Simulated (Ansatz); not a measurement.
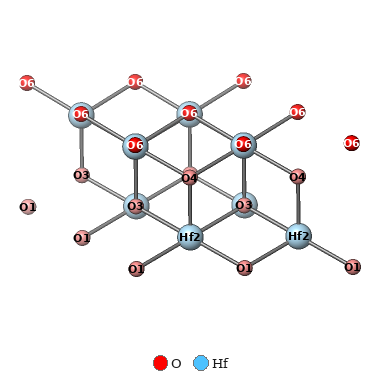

The system is Cl on a HfO₂(111) slab cut from the Fm-3m phase, its upper half relaxed before the scan (6 atoms of substrate and one adsorbate in a 1 × 1 cell); the picture shows it without the atoms that are moved over the map. Cl is moved over the surface cell at a fixed height above a rigid substrate; the origin of the map has the adsorbate above O6; the height is held at 2.50 Å. Places are given modulo a cell vector. The map is drawn in real space over the plane of the surface. Grid: 6 × 6 points; 10 points were computed and 26 follow by symmetry. All energies are given in meV relative to the lowest grid point. With one adsorbate in each 1 × 1 cell, its nearest image is 3.6 Å away, so neighbouring adsorbates interact. At a fixed height the lowest place need not be the adsorption site. All numbers below come from DFT PBE+D3(BJ), scalar-relativistic, plane waves, PAW in Ansatz 0.2.0. Settings: cutoff 420 eV, k-mesh 9×9×1, gaussian smearing 0.05 eV, spin-polarised.

Range: position of Cl7 along the first surface vector from 0.000 to 0.833; position of Cl7 along the second surface vector from 0.000 to 0.833.

Question: Predict the map.

Answer: The lowest grid point is at a threefold hollow over a second-layer Hf atom, (2/6, 4/6) of the cell vectors. The highest grid point, the top site over a surface O atom, (0/6, 0/6) of the cell vectors, lies 276 meV above the lowest. On the interpolated surface the easiest way out of the lowest well to its copy in the next cell or period passes a barrier of about 117 meV. At the lowest point the adsorbate has 1 Hf at 3.29 Å and 3 O at 3.25 Å as nearest neighbours, at the highest 1 O at 2.50 Å.

```tsv
second ↓, first →	0/6	1/6	2/6	3/6	4/6	5/6
5/6	186	81	26	26	81	186
4/6	90	26	0	26	90	136
3/6	80	26	26	80	113	113
2/6	90	81	90	113	121	113
1/6	186	186	136	113	113	136
0/6	276	186	90	80	90	186
```

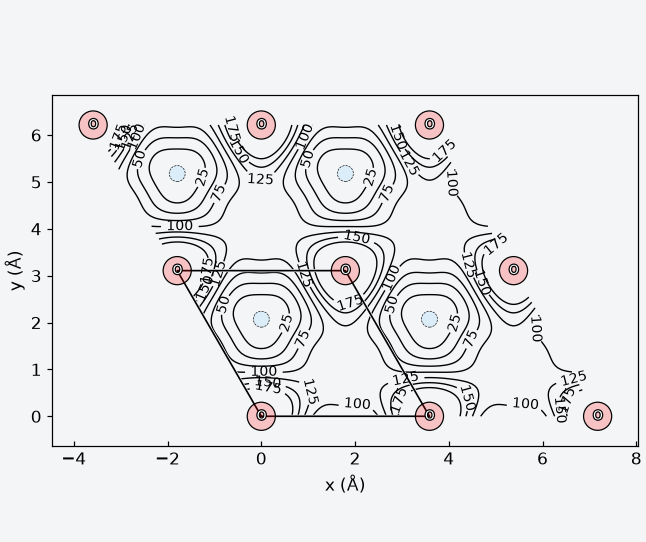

The picture shows contour lines labelled in meV (none above 175), labelled circles for the atoms of the top layer and small ones for the second layer, the outline of one cell of the 2 × 2 shown. Between grid points the surface is interpolated.

Each point was launched as `ansatz run input.yaml --threads 1 --pin off --max-ram 3072MiB --backend cpu --events-out ev --progress --plain --runs-dir out`. Time for the 10 points that were run: 21 min on 1 thread of Arm Neoverse V2, with other jobs on the host.

PAW datasets: the set soft_1.
